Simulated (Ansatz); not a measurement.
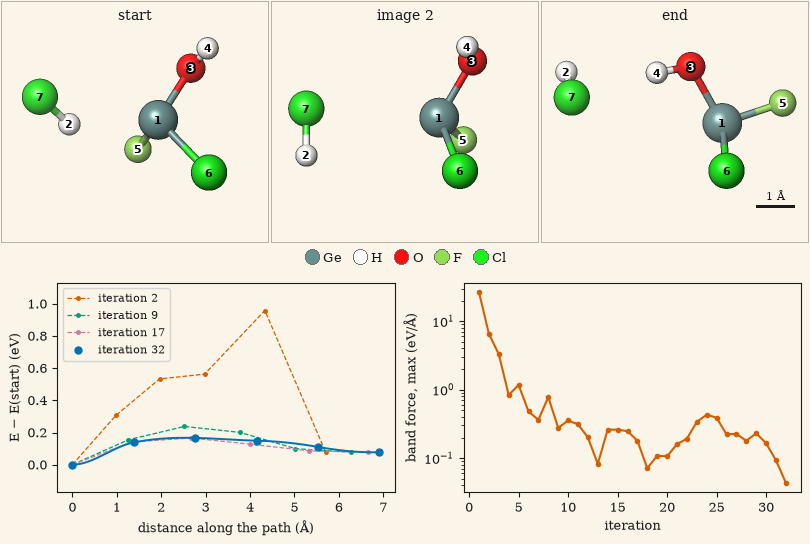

A nudged-elastic-band calculation for GeH₂OCl₂F (multiplicity 2). Images are numbered from 0 (start) to 5 (end). The plot follows the band through its iterations. The picture is a ball-and-stick view, seen at a tilt.

Method: UKS PBE0/def2-SVP (Ansatz).

The input:
```yaml
crystal:
  periodic: [false, false, false]
  atoms:
    - { symbol: Ge, position_ang: [0.114069, -0.72654, 0.002715] }
    - { symbol: H, position_ang: [-0.438089, 0.852403, 2.299533] }
    - { symbol: O, position_ang: [1.576197, 0.003872, -0.670582] }
    - { symbol: H, position_ang: [2.203415, -0.64387, -1.01696] }
    - { symbol: F, position_ang: [-0.818366, 0.711957, 0.385663] }
    - { symbol: Cl, position_ang: [-1.024369, -1.77417, -1.528919] }
    - { symbol: Cl, position_ang: [0.204843, 0.183648, 3.204349] }
magnetization:
  spin_polarized: true
  initial_magnetization: 1
basis:
  gaussian: { orbitals: def2-SVP }
hamiltonian:
  xc: pbe0
neb:
  order_check: false
  images: 4
  f_tol: 0.05
  max_iterations: 60
  climbing: false
  final_atoms:
    - { symbol: Ge, position_ang: [-0.58153061, -0.11217378, -0.81833664] }
    - { symbol: H, position_ang: [0.82288928, 0.74497097, 3.28517387] }
    - { symbol: O, position_ang: [0.9918408, 0.29576738, -0.12777222] }
    - { symbol: H, position_ang: [1.11468162, -0.11196237, 0.74483164] }
    - { symbol: F, position_ang: [-0.49672817, 0.57742933, -2.40864686] }
    - { symbol: Cl, position_ang: [-0.80176442, -2.26409038, -1.05758774] }
    - { symbol: Cl, position_ang: [0.76831151, -0.52264114, 3.05813695] }
  initial_path:
    images:
      - { positions_ang: [[0.114069, -0.72654, 0.002715], [-0.438089, 0.852403, 2.299533], [1.576197, 0.003872, -0.670582], [2.203415, -0.64387, -1.01696], [-0.818366, 0.711957, 0.385663], [-1.024369, -1.77417, -1.528919], [0.204843, 0.183648, 3.204349]] }
      - { positions_ang: [[0.05341945, -0.44590528, 0.00782782], [-0.24731982, 0.48789241, 2.105142], [1.58310546, 0.075778, -0.65830793], [2.12774949, -0.67511013, -0.92684946], [-0.89397808, 0.92837002, 0.03971945], [-0.97206462, -1.83777625, -1.20704393], [0.16678812, 0.07405122, 3.31531106]] }
      - { positions_ang: [[-0.00723011, -0.16527055, 0.01294064], [-0.05655064, 0.12338183, 1.91075099], [1.59001392, 0.147684, -0.64603387], [2.05208397, -0.70635026, -0.83673893], [-0.96959015, 1.14478303, -0.3062241], [-0.91976024, -1.9013825, -0.88516887], [0.12873325, -0.03554556, 3.42627313]] }
      - { positions_ang: [[-0.14635003, -0.04239731, -0.15126969], [0.19564501, 0.10189542, 2.10787917], [1.47314268, 0.20606308, -0.53747191], [1.8343373, -0.59996873, -0.4843806], [-0.90526259, 1.1178775, -0.86508607], [-0.87523932, -1.99936657, -0.79090262], [0.24142695, -0.17680339, 3.39703072]] }
      - { positions_ang: [[-0.36394032, -0.07728555, -0.48480316], [0.50926714, 0.4234332, 2.69652652], [1.23249174, 0.25091523, -0.33262207], [1.47450946, -0.35596555, 0.13022552], [-0.70099538, 0.84765341, -1.63686647], [-0.83850187, -2.13172848, -0.92424518], [0.50486923, -0.34972226, 3.22758384]] }
      - { positions_ang: [[-0.58153061, -0.11217378, -0.81833664], [0.82288928, 0.74497097, 3.28517387], [0.9918408, 0.29576738, -0.12777222], [1.11468162, -0.11196237, 0.74483164], [-0.49672817, 0.57742933, -2.40864686], [-0.80176442, -2.26409038, -1.05758774], [0.76831151, -0.52264114, 3.05813695]] }
```

Command:
```bash
ansatz run input.yaml --threads 4 --pin off --max-ram 5120MiB --backend cpu --events-out ev --progress --plain --runs-dir out
```

How did the profile develop, and is the result final?

Answer. The run is converged, with reservations. The band converged in 32 iterations. The largest component of the band force went from 26 to 0.043 eV/Å. No image climbed, so the highest image needn't lie on the saddle point, and the true maximum along this path can be higher. The first iteration put the highest image at 6.852 eV. The highest point, image 2, lies 0.167 eV above the start and 0.089 eV above the end; the end is at +0.077 eV relative to the start.

Cost: 4.6 min on 4 threads of AMD EPYC 7B13 (Zen 3) (shared host), peak memory 0.42 GiB.
